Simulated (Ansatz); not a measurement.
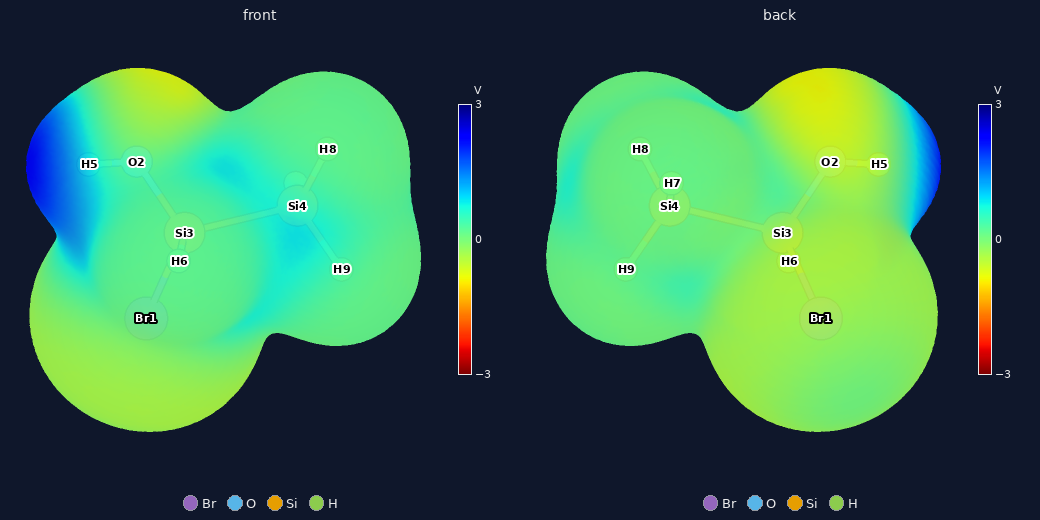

BrH5OSi2. The molecular electrostatic potential painted on the density surface at 0.001 e/bohr³, seen from the front and from behind; red is negative and blue positive.

Geometry: PBE0-D3(BJ)/def2-SVP.

All numbers below come from Ansatz 0.2.0, isolated molecule in a Gaussian basis; Kohn-Sham density functional theory, functional PBE0.

```xyz
9

Br    0.2305   -0.0563   -1.3920
O    -0.3324   -1.7524    1.3025
Si    0.2649   -0.2745    0.8414
Si   -1.1555    1.3558    1.7201
H     0.1538   -2.5336    1.0181
H     1.7024   -0.1296    1.2207
H    -2.5284    1.1381    1.1759
H    -1.1851    1.2858    3.2128
H    -0.6543    2.6983    1.2982
```

**Which sites attract a positive test charge, and which a negative one?**

A positive charge is drawn to the negative regions and a negative charge to the positive ones. The most negative region (about −0.8 V, or −18 kcal/mol for a unit charge) lies over O2, the most positive (about +2.2 V, or +51 kcal/mol for a unit charge) over H5.

**How polar is the molecule by this calculation?**

Its dipole moment is 1.35 D.
